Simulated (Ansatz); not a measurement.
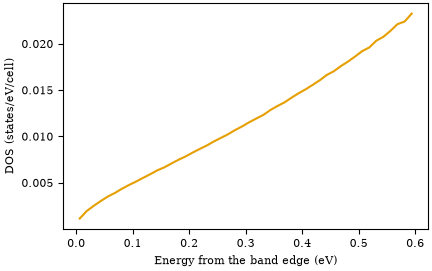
Figure. Density of states of ZnSe (F-43m) above the conduction band minimum, r2SCAN with spin-orbit coupling, rigid bands (Ansatz, a program for electronic structure); cell volume 45.5 Å³.

Question: What effective density of states at 300 K does this give (∫ g(E) exp(−E/k_BT) dE, both spins, divided by the cell's size)?

Answer: 1.2e18 cm⁻³, a density-of-states mass of 0.132 mₑ, valleys and band degeneracy included.

Geometry: cell and atoms relaxed with r2SCAN.
